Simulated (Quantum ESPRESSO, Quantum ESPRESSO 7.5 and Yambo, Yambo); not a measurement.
**SiH2C (chair-type functionalised monolayer): G0W0 with Yambo, start to end**

Aim: the G0W0 gap of SiH2C (chair-type functionalised monolayer) on PBE, step by step.

Program: Quantum ESPRESSO 7.5 and Yambo 5.3.0. Level of theory: PBE and many-body steps on it, plane waves. Results are calculated unless marked as measured.

## 1. The structure

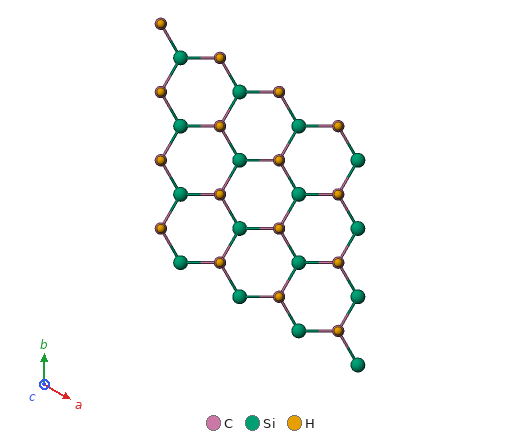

Start, viewed from above; carbon pink, silicon teal, hydrogen orange. 4×4×1 cells are drawn.

The cell holds 4 atoms: 1 C, 1 Si and 2 H. Cell: a = 3.123 Å, b = 3.123 Å, c = 15.000 Å, α = 90.0°, β = 90.0°, γ = 120.0°. Vacuum lies along c.

The structure was relaxed with PBE. The runs that relaxed it are not among those shown.

## 2. Ground state

This step: Quantum ESPRESSO 7.5; DFT, PBE, plane waves, norm-conserving pseudopotentials.

The ground-state density comes first.

File pw.in:

```
&control
  calculation = 'scf'
  prefix = 'x'
  outdir = 'o'
  pseudo_dir = 'pseudo'
/
&system
  ibrav = 0
  nat = 4
  ntyp = 3
  ecutwfc = 74.0
  nbnd = 11
  force_symmorphic = .true.
/
&electrons
  conv_thr = 1e-10
  electron_maxstep = 80
  mixing_beta = 0.5
/
ATOMIC_SPECIES
  C 12.011 C.upf
  Si 28.085 Si.upf
  H 1.008 H.upf
CELL_PARAMETERS angstrom
  3.1234888947 -0.0000000002 0.0000000000
  -1.5617444472 2.7050207313 0.0000000000
  0.0000000000 0.0000000000 15.0000000000
ATOMIC_POSITIONS crystal
  C 0.3333333333 0.6666666667 0.5315526084
  Si 0.6666666667 0.3333333333 0.4933261667
  H 0.3333333333 0.6666666667 0.6052548425
  H 0.6666666667 0.3333333333 0.3934997156
K_POINTS automatic
  12 12 1 0 0 0
```

On the command line:

```console
> OMP_NUM_THREADS=1 mpirun -n 4 pw.x -nk 4 -in pw.in > pw.out
```

Log:

```text
Program PWSCF v.7.5 starts

     This program is part of the open-source Quantum ESPRESSO suite
     for quantum simulation of materials; please cite
         "P. Giannozzi et al., J. Phys.:Condens. Matter 21 395502 (2009);
         "P. Giannozzi et al., J. Phys.:Condens. Matter 29 465901 (2017);
         "P. Giannozzi et al., J. Chem. Phys. 152 154105 (2020);
     in publications or presentations arising from this work. More details at
     Message from routine setup:
     using ibrav=0 with symmetry is DISCOURAGED, use correct ibrav instead

     G-vector sticks info

     bravais-lattice index     =            0
     lattice parameter (alat)  =       5.9025  a.u.
     unit-cell volume          =     855.2605 (a.u.)^3
     number of atoms/cell      =            4
     number of atomic types    =            3
     number of electrons       =        10.00
     number of Kohn-Sham states=           11
     kinetic-energy cutoff     =      74.0000  Ry
     charge density cutoff     =     296.0000  Ry
     scf convergence threshold =      1.0E-10
     mixing beta               =       0.5000
     number of iterations used =            8  plain     mixing
     Exchange-correlation= PBE
                           (   1   4   3   4   0   0   0)

     celldm(1)=   5.902539  celldm(2)=   0.000000  celldm(3)=   0.000000
     celldm(4)=   0.000000  celldm(5)=   0.000000  celldm(6)=   0.000000

     crystal axes: (cart. coord. in units of alat)
               a(1) = (   1.000000  -0.000000   0.000000 )
               a(2) = (  -0.500000   0.866025   0.000000 )
               a(3) = (   0.000000   0.000000   4.802322 )

     reciprocal axes: (cart. coord. in units 2 pi/alat)
               b(1) = (  1.000000  0.577350 -0.000000 )
               b(2) = (  0.000000  1.154701 -0.000000 )
               b(3) = ( -0.000000 -0.000000  0.208233 )
     Pseudo is Norm-conserving + core correction, Zval =  4.0
     Generated using ONCVPSP code by D. R. Hamann
     Using radial grid of 1248 points,  4 beta functions with:
     Pseudo is Norm-conserving + core correction, Zval =  4.0
     Generated using ONCVPSP code by D. R. Hamann
     Using radial grid of 1510 points,  6 beta functions with:
     Pseudo is Norm-conserving, Zval =  1.0
     Generated using ONCVPSP code by D. R. Hamann
     Using radial grid of 1166 points,  3 beta functions with:
     C                 4.00    12.01100     C ( 1.00)
     Si                4.00    28.08500     Si( 1.00)
     H                 1.00     1.00800     H ( 1.00)

      6 Sym. Ops. (no inversion) found

   Cartesian axes

     site n.     atom                  positions (alat units)
         1        C      tau(   1) = (  -0.0000000   0.5773503   2.5526869  )
         2        Si     tau(   2) = (   0.5000000   0.2886751   2.3691112  )
         3        H      tau(   3) = (  -0.0000000   0.5773503   2.9066288  )
         4        H      tau(   4) = (   0.5000000   0.2886751   1.8897124  )

     number of k points=    19
                       cart. coord. in units 2pi/alat
        k(    1) = (   0.0000000   0.0000000   0.0000000), wk =   0.0138889
        k(    2) = (   0.0000000   0.0962250   0.0000000), wk =   0.0833333
        k(    3) = (   0.0000000   0.1924501   0.0000000), wk =   0.0833333
        k(    4) = (   0.0000000   0.2886751   0.0000000), wk =   0.0833333
        k(    5) = (   0.0000000   0.3849002   0.0000000), wk =   0.0833333
        k(    6) = (   0.0000000   0.4811252   0.0000000), wk =   0.0833333
        k(    7) = (  -0.0000000  -0.5773503   0.0000000), wk =   0.0416667
        k(    8) = (   0.0833333   0.1443376   0.0000000), wk =   0.0833333
        k(    9) = (   0.0833333   0.2405626   0.0000000), wk =   0.1666667
        k(   10) = (   0.0833333   0.3367877   0.0000000), wk =   0.1666667
     [... 7 further rows ...]
        k(   18) = (   0.2500000   0.5292377   0.0000000), wk =   0.1666667
        k(   19) = (   0.3333333   0.5773503   0.0000000), wk =   0.0277778

     Dense  grid:    73325 G-vectors     FFT dimensions: (  36,  36, 160)

     Initial potential from superposition of free atoms

     starting charge       9.9993, renormalised to      10.0000
     Starting wfcs are   10 randomized atomic wfcs +    1 random wfcs

     per-process dynamical memory:    55.5 Mb

     Self-consistent Calculation

     iteration #  1     ecut=    74.00 Ry     beta= 0.50

     total energy              =     -22.74682834 Ry
     estimated scf accuracy    <       0.61040795 Ry

     iteration #  2     ecut=    74.00 Ry     beta= 0.50

     total energy              =     -22.87144599 Ry
     estimated scf accuracy    <       0.06394223 Ry

     iteration #  3     ecut=    74.00 Ry     beta= 0.50

     total energy              =     -22.87971785 Ry
     estimated scf accuracy    <       0.00965110 Ry

     iteration #  4     ecut=    74.00 Ry     beta= 0.50

     total energy              =     -22.88068091 Ry
     estimated scf accuracy    <       0.00201179 Ry

     iteration #  5     ecut=    74.00 Ry     beta= 0.50

     total energy              =     -22.88101609 Ry
     estimated scf accuracy    <       0.00007091 Ry

     iteration #  6     ecut=    74.00 Ry     beta= 0.50

     total energy              =     -22.88102793 Ry
     estimated scf accuracy    <       0.00000574 Ry

     iteration #  7     ecut=    74.00 Ry     beta= 0.50

     total energy              =     -22.88102887 Ry
     estimated scf accuracy    <       0.00000105 Ry

     iteration #  8     ecut=    74.00 Ry     beta= 0.50

     total energy              =     -22.88102912 Ry
     estimated scf accuracy    <       0.00000016 Ry

     iteration #  9     ecut=    74.00 Ry     beta= 0.50

     total energy              =     -22.88102913 Ry
     estimated scf accuracy    <          8.5E-09 Ry

     iteration # 10     ecut=    74.00 Ry     beta= 0.50

     total energy              =     -22.88102913 Ry
     estimated scf accuracy    <          1.2E-09 Ry

     iteration # 11     ecut=    74.00 Ry     beta= 0.50

     End of self-consistent calculation

          k = 0.0000 0.0000 0.0000 (  9065 PWs)   bands (ev):

   -16.1286  -9.7596  -5.1103  -2.7570  -2.7570   1.2923   2.4614   2.9669
     3.6016   4.4914   5.2767

          k = 0.0000 0.0962 0.0000 (  9126 PWs)   bands (ev):

   -16.0230  -9.6826  -5.0786  -3.3134  -2.9023   1.4192   2.5860   3.3232
     3.6818   4.6149   5.0290

          k = 0.0000 0.1925 0.0000 (  9156 PWs)   bands (ev):

   -15.7118  -9.4699  -5.0528  -4.4984  -3.2589   1.7678   2.9251   3.3146
     3.9712   4.9786   5.3210

          k = 0.0000 0.2887 0.0000 (  9194 PWs)   bands (ev):

     [... further k-points ...]

     highest occupied, lowest unoccupied level (ev):    -2.7570    1.2923

!    total energy              =     -22.88102913 Ry
     estimated scf accuracy    <          1.8E-11 Ry

     The total energy is the sum of the following terms:
     one-electron contribution =    -122.28173331 Ry
     hartree contribution      =      63.14155242 Ry
     xc contribution           =      -8.87386445 Ry
     ewald contribution        =      45.13301621 Ry

     convergence has been achieved in  11 iterations

     XML data file, charge density, pseudopotentials, collected wavefunctions

=------------------------------------------------------------------------------=
   JOB DONE.
=------------------------------------------------------------------------------=
```

The job ended after 11 s (4 MPI ranks of Arm Neoverse V1, shared host; peak memory 0.39 GiB; 46 s of CPU time).

Numbers from this step:

```
total energy               : -311.3123 eV
gap                        : 4.049 eV
k of the valence top       : 0, 0, 0
k of the conduction bottom : 0, 0, 0
least direct gap           : 4.049 eV
```

The gap is direct, at Γ.

## 3. Bands along the symmetry lines

The cheap functional maps the bands first; the places of the edges decide which points the dearer methods must see.

File pw.in:

```
&control
  calculation = 'bands'
  prefix = 'x'
  outdir = 'o'
  pseudo_dir = 'pseudo'
/
&system
  ibrav = 0
  nat = 4
  ntyp = 3
  ecutwfc = 74.0
  nbnd = 11
  force_symmorphic = .true.
/
&electrons
  conv_thr = 1e-9
  electron_maxstep = 80
  diago_full_acc = .true.
  diago_thr_init = 5e-6
/
ATOMIC_SPECIES
  C 12.011 C.upf
  Si 28.085 Si.upf
  H 1.008 H.upf
CELL_PARAMETERS angstrom
  3.1234888947 -0.0000000002 0.0000000000
  -1.5617444472 2.7050207313 0.0000000000
  0.0000000000 0.0000000000 15.0000000000
ATOMIC_POSITIONS crystal
  C 0.3333333333 0.6666666667 0.5315526084
  Si 0.6666666667 0.3333333333 0.4933261667
  H 0.3333333333 0.6666666667 0.6052548425
  H 0.6666666667 0.3333333333 0.3934997156
K_POINTS crystal
  25
  0.00000000 0.00000000 0.00000000 1
  0.06250000 0.00000000 0.00000000 1
  0.12500000 0.00000000 0.00000000 1
  0.18750000 0.00000000 0.00000000 1
  0.25000000 0.00000000 0.00000000 1
  0.31250000 0.00000000 0.00000000 1
  0.37500000 0.00000000 0.00000000 1
  0.43750000 0.00000000 0.00000000 1
  0.50000000 0.00000000 0.00000000 1
  0.47916667 0.04166667 0.00000000 1
  0.45833333 0.08333333 0.00000000 1
  0.43750000 0.12500000 0.00000000 1
  0.41666666 0.16666666 0.00000000 1
  0.39583333 0.20833333 0.00000000 1
  0.37500000 0.25000000 0.00000000 1
  0.35416666 0.29166666 0.00000000 1
  0.33333333 0.33333333 0.00000000 1
  0.29166666 0.29166666 0.00000000 1
  0.25000000 0.25000000 0.00000000 1
  0.20833333 0.20833333 0.00000000 1
  0.16666666 0.16666666 0.00000000 1
  0.12500000 0.12500000 0.00000000 1
  0.08333333 0.08333333 0.00000000 1
  0.04166667 0.04166667 0.00000000 1
  0.00000000 0.00000000 0.00000000 1
```

Log:

```text
[banner, memory and clock lines left out]
Program PWSCF v.7.5 starts

     Atomic positions and unit cell read from directory:
     o/x.save/

     Message from routine setup:
     using ibrav=0 with symmetry is DISCOURAGED, use correct ibrav instead

     G-vector sticks info

     bravais-lattice index     =            0
     lattice parameter (alat)  =       5.9025  a.u.
     unit-cell volume          =     855.2605 (a.u.)^3
     number of atoms/cell      =            4
     number of atomic types    =            3
     number of electrons       =        10.00
     number of Kohn-Sham states=           11
     kinetic-energy cutoff     =      74.0000  Ry
     charge density cutoff     =     296.0000  Ry
     Exchange-correlation= PBE
                           (   1   4   3   4   0   0   0)

     celldm(1)=   5.902539  celldm(2)=   0.000000  celldm(3)=   0.000000
     celldm(4)=   0.000000  celldm(5)=   0.000000  celldm(6)=   0.000000

     crystal axes: (cart. coord. in units of alat)
               a(1) = (   1.000000  -0.000000   0.000000 )
               a(2) = (  -0.500000   0.866025   0.000000 )
               a(3) = (   0.000000   0.000000   4.802322 )

     reciprocal axes: (cart. coord. in units 2 pi/alat)
               b(1) = (  1.000000  0.577350 -0.000000 )
               b(2) = (  0.000000  1.154701 -0.000000 )
               b(3) = ( -0.000000 -0.000000  0.208233 )
     Pseudo is Norm-conserving + core correction, Zval =  4.0
     Generated using ONCVPSP code by D. R. Hamann
     Using radial grid of 1248 points,  4 beta functions with:
     Pseudo is Norm-conserving + core correction, Zval =  4.0
     Generated using ONCVPSP code by D. R. Hamann
     Using radial grid of 1510 points,  6 beta functions with:
     Pseudo is Norm-conserving, Zval =  1.0
     Generated using ONCVPSP code by D. R. Hamann
     Using radial grid of 1166 points,  3 beta functions with:
     C                 4.00    12.01100     C ( 1.00)
     Si                4.00    28.08500     Si( 1.00)
     H                 1.00     1.00800     H ( 1.00)

      6 Sym. Ops. (no inversion) found

   Cartesian axes

     site n.     atom                  positions (alat units)
         1        C      tau(   1) = (  -0.0000000   0.5773503   2.5526869  )
         2        Si     tau(   2) = (   0.5000000   0.2886751   2.3691112  )
         3        H      tau(   3) = (  -0.0000000   0.5773503   2.9066288  )
         4        H      tau(   4) = (   0.5000000   0.2886751   1.8897124  )

     number of k points=    25
                       cart. coord. in units 2pi/alat
        k(    1) = (   0.0000000   0.0000000   0.0000000), wk =   0.0800000
        k(    2) = (   0.0625000   0.0360844   0.0000000), wk =   0.0800000
        k(    3) = (   0.1250000   0.0721688   0.0000000), wk =   0.0800000
[...]
[... 13 further rows ...]
        k(   24) = (   0.0416667   0.0721688   0.0000000), wk =   0.0800000
        k(   25) = (   0.0000000   0.0000000   0.0000000), wk =   0.0800000

     Dense  grid:    73325 G-vectors     FFT dimensions: (  36,  36, 160)

     The potential is recalculated from file :
     o/x.save/charge-density

     Starting wfcs are   10 randomized atomic wfcs +    1 random wfcs

     Band Structure Calculation

     End of band structure calculation

          k = 0.0000 0.0000 0.0000 (  9065 PWs)   bands (ev):

   -16.1286  -9.7596  -5.1103  -2.7570  -2.7570   1.2923   2.4614   2.9669
     3.6016   4.4914   5.2768

          k = 0.0625 0.0361 0.0000 (  9132 PWs)   bands (ev):

   -16.0691  -9.7159  -5.0918  -3.0837  -2.8406   1.3645   2.5319   3.1943
     3.6467   4.5618   5.1072

          k = 0.1250 0.0722 0.0000 (  9140 PWs)   bands (ev):

   -15.8922  -9.5903  -5.0492  -3.8819  -3.0635   1.5699   2.7362   3.4539
     3.8019   4.7608   5.0300

[...]
k = 0.0417 0.0722 0.0000 (  9124 PWs)   bands (ev):

   -16.0493  -9.7016  -5.0860  -3.1798  -2.8727   1.3882   2.5552   3.2612
     3.6605   4.5846   5.0493

          k = 0.0000 0.0000 0.0000 (  9065 PWs)   bands (ev):

   -16.1286  -9.7596  -5.1103  -2.7570  -2.7570   1.2923   2.4614   2.9669
     3.6016   4.4914   5.2768

     XML data file, pseudopotentials, collected wavefunctions
```

The job ended after 6.8 s (4 MPI ranks; peak memory 0.31 GiB; 27 s of CPU time).

This step gave:

| Property | Result |
| --- | --- |
| gap | 4.049 eV |
| k of the valence top | 0, 0, 0 |
| k of the conduction bottom | 0, 0, 0 |
| least direct gap | 4.049 eV |

The gap is 4.049 eV, as in the run before at this level.

Electronic bands along the path, in eV, zero at the top of the highest filled band; v1 is the highest filled band, c1 the lowest empty one:

| point | v4 | v3 | v2 | v1 | c1 | c2 | c3 | c4 |
| --- | --- | --- | --- | --- | --- | --- | --- | --- |
| Γ | -7.00 | -2.35 | 0.00 | 0.00 | 4.05 | 5.22 | 5.72 | 6.36 |
| M | -7.18 | -4.43 | -2.24 | -1.60 | 4.09 | 6.14 | 7.03 | 8.53 |
| K | -6.70 | -4.47 | -3.89 | -2.15 | 5.29 | 7.27 | 7.30 | 9.61 |
| Γ | -7.00 | -2.35 | 0.00 | 0.00 | 4.05 | 5.22 | 5.72 | 6.36 |

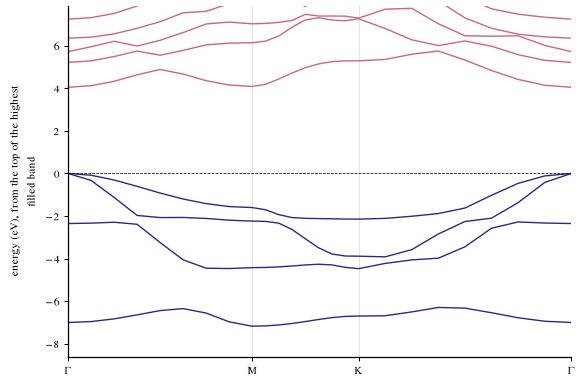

Electronic bands along the path; lines of filled and empty bands in two colours.

## 4. Empty states on the mesh, 9×9×1 mesh, 91 bands

The sums over transitions need many empty states on a uniform mesh; this step solves for them.

File pw.in:

```
&control
  calculation = 'nscf'
  prefix = 'x'
  outdir = 'o'
  pseudo_dir = 'pseudo'
/
&system
  ibrav = 0
  nat = 4
  ntyp = 3
  ecutwfc = 74.0
  nbnd = 91
  force_symmorphic = .true.
/
&electrons
  conv_thr = 1e-9
  electron_maxstep = 80
  diago_full_acc = .true.
  diago_thr_init = 5e-6
/
ATOMIC_SPECIES
  C 12.011 C.upf
  Si 28.085 Si.upf
  H 1.008 H.upf
CELL_PARAMETERS angstrom
  3.1234888947 -0.0000000002 0.0000000000
  -1.5617444472 2.7050207313 0.0000000000
  0.0000000000 0.0000000000 15.0000000000
ATOMIC_POSITIONS crystal
  C 0.3333333333 0.6666666667 0.5315526084
  Si 0.6666666667 0.3333333333 0.4933261667
  H 0.3333333333 0.6666666667 0.6052548425
  H 0.6666666667 0.3333333333 0.3934997156
K_POINTS automatic
  9 9 1 0 0 0
```

Log:

```text
[banner, memory and clock lines left out]
Program PWSCF v.7.5 starts

     Atomic positions and unit cell read from directory:
     o/x.save/

     Message from routine setup:
     using ibrav=0 with symmetry is DISCOURAGED, use correct ibrav instead

     G-vector sticks info

     bravais-lattice index     =            0
     lattice parameter (alat)  =       5.9025  a.u.
     unit-cell volume          =     855.2605 (a.u.)^3
     number of atoms/cell      =            4
     number of atomic types    =            3
     number of electrons       =        10.00
     number of Kohn-Sham states=           91
     kinetic-energy cutoff     =      74.0000  Ry
     charge density cutoff     =     296.0000  Ry
     Exchange-correlation= PBE
                           (   1   4   3   4   0   0   0)

     celldm(1)=   5.902539  celldm(2)=   0.000000  celldm(3)=   0.000000
     celldm(4)=   0.000000  celldm(5)=   0.000000  celldm(6)=   0.000000

     crystal axes: (cart. coord. in units of alat)
               a(1) = (   1.000000  -0.000000   0.000000 )
               a(2) = (  -0.500000   0.866025   0.000000 )
               a(3) = (   0.000000   0.000000   4.802322 )

     reciprocal axes: (cart. coord. in units 2 pi/alat)
               b(1) = (  1.000000  0.577350 -0.000000 )
               b(2) = (  0.000000  1.154701 -0.000000 )
               b(3) = ( -0.000000 -0.000000  0.208233 )
     Pseudo is Norm-conserving + core correction, Zval =  4.0
     Generated using ONCVPSP code by D. R. Hamann
     Using radial grid of 1248 points,  4 beta functions with:
     Pseudo is Norm-conserving + core correction, Zval =  4.0
     Generated using ONCVPSP code by D. R. Hamann
     Using radial grid of 1510 points,  6 beta functions with:
     Pseudo is Norm-conserving, Zval =  1.0
     Generated using ONCVPSP code by D. R. Hamann
     Using radial grid of 1166 points,  3 beta functions with:
     C                 4.00    12.01100     C ( 1.00)
     Si                4.00    28.08500     Si( 1.00)
     H                 1.00     1.00800     H ( 1.00)

      6 Sym. Ops. (no inversion) found

   Cartesian axes

     site n.     atom                  positions (alat units)
         1        C      tau(   1) = (  -0.0000000   0.5773503   2.5526869  )
         2        Si     tau(   2) = (   0.5000000   0.2886751   2.3691112  )
         3        H      tau(   3) = (  -0.0000000   0.5773503   2.9066288  )
         4        H      tau(   4) = (   0.5000000   0.2886751   1.8897124  )

     number of k points=    12
                       cart. coord. in units 2pi/alat
        k(    1) = (   0.0000000   0.0000000   0.0000000), wk =   0.0246914
        k(    2) = (   0.0000000   0.1283001   0.0000000), wk =   0.1481481
        k(    3) = (   0.0000000   0.2566001   0.0000000), wk =   0.1481481
[...]
k(   11) = (   0.2222222   0.5132002   0.0000000), wk =   0.2962963
        k(   12) = (   0.3333333   0.5773503   0.0000000), wk =   0.0493827

     Dense  grid:    73325 G-vectors     FFT dimensions: (  36,  36, 160)

     The potential is recalculated from file :
     o/x.save/charge-density

     Starting wfcs are   10 randomized atomic wfcs +   81 random wfcs

     Band Structure Calculation

     End of band structure calculation

          k = 0.0000 0.0000 0.0000 (  9065 PWs)   bands (ev):

   -16.1286  -9.7596  -5.1103  -2.7570  -2.7570   1.2923   2.4614   2.9669
     3.6015   4.4914   5.2768   5.2768   6.7910   7.6750   9.6026  11.1424
    11.6909  11.6909  13.2412  14.3248  15.3414  15.3414  15.6261  17.6978
[...]
41.0601  41.2150  41.2150

          k = 0.0000 0.1283 0.0000 (  9134 PWs)   bands (ev):

[...]
40.4162  40.6217  40.8440

          k = 0.0000 0.2566 0.0000 (  9170 PWs)   bands (ev):

[...]
34.7645  34.8822  35.3834  35.7090  35.9983  36.6029  36.7643  37.8429
    38.4067  38.4440  38.9348  39.0904  39.4574  40.0399  40.9044  41.0441
    41.3822  41.4007  41.6976

          k = 0.0000 0.3849 0.0000 (  9206 PWs)   bands (ev):

     [... further k-points ...]

     highest occupied, lowest unoccupied level (ev):    -2.7570    1.2923

     XML data file, pseudopotentials, collected wavefunctions
```

Elapsed: 20 s, on 4 MPI ranks; peak memory 0.56 GiB.

Numbers from this step:

```yaml
gap: 4.049 eV
k_of_the_valence_top: 0, 0, 0
k_of_the_conduction_bottom: 0, 0, 0
least_direct_gap: 4.049 eV
k_points_computed: 12
lowest_point_of_the_top_converged_band_above_the_valence_top: 43.60 eV
```

On this mesh the gap is 4.049 eV.

(Part 1 of 2 ends here.)

[Paths, hosts, dates, memory and timing lines, banners, echoed tables and standing remarks are left out of the program output.]

[Logs are printed without paths, hosts, clocks, repeated set-up lines and the standing remarks that a program may print on its own settings, such as how far it seeks lower states.]

[Runs of the session that timed out or met a known fault of the program may be left out.]

[Hosts, paths, dates, database ids (printed as entryN), source tags and the programs' standing remarks are cut or masked in the printed files.]
